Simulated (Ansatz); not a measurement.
**Redistribution: CHCl2F + C2H3F2I → CHCl2I + C2H3F3**

Species: CHCl2F `FC(Cl)Cl`, singlet; C2H3F2I `FCC(F)I`, singlet; CHCl2I (dichloroiodomethane) `ClC(Cl)I`, singlet; C2H3F3 `FCC(F)F`, singlet. The partners trade F for I; both sit on C, so the bond types are kept.

Shapes, held fixed at every level: PBE0-D4/def2-TZVP. Flexible molecules stand in one conformer, not always the lowest. Programs: Ansatz 0.2.0. The zero-point and thermal change to 298 K, harmonic and unscaled (PBE0-D4/def2-TZVP), is +0.3 kJ/mol.

| level | kind | ΔH(298 K) (kJ/mol) | less CCSD(T)/def2-TZVPP | CPU time (sum over the molecules) |
| --- | --- | --- | --- | --- |
| HF/def2-TZVPP | Hartree–Fock | -10.8 | -3.6 | – |
| r2SCAN-D4/def2-TZVPP | meta-GGA | +1.4 | +8.6 | 33 s |
| BHLYP-D4/def2-TZVPP | global hybrid | -9.2 | -2.0 | 23 s |
| wB97M-V/def2-TZVPP | range-separated hybrid | -3.9 | +3.3 | 71 s |
| wB97X-V/def2-TZVPP | range-separated hybrid | -4.2 | +3.0 | 51 s |
| CCSD/def2-TZVPP | coupled cluster or CI | -8.3 | -1.1 | – |
| CCSD(T)/def2-TZVPP | coupled cluster or CI | -7.2 | 0.0 | 11 min |

The highest level, CCSD(T)/def2-TZVPP, gives ΔH(298 K) = -7.2 kJ/mol; the levels span -10.8 to +1.4. They disagree on the sign: 1 of 7 are positive. The column of differences is taken from that level and isn't an error. No measured value is set beside it here. For atoms past krypton def2 sets carry core potentials with scalar relativity. Outer-core shells of I are correlated in most correlated rows, in sets that cover them unevenly. Times are processor times on shared x86 and Arm servers, and rough.

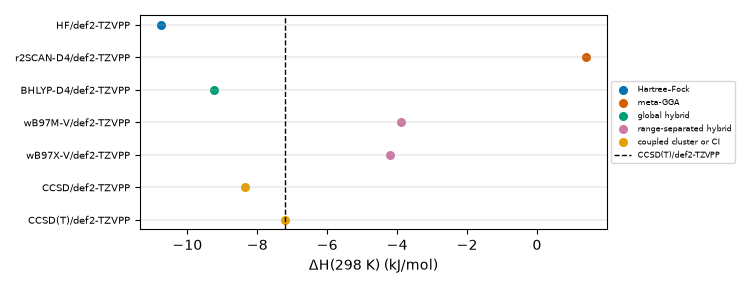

The values of the table, level by level.
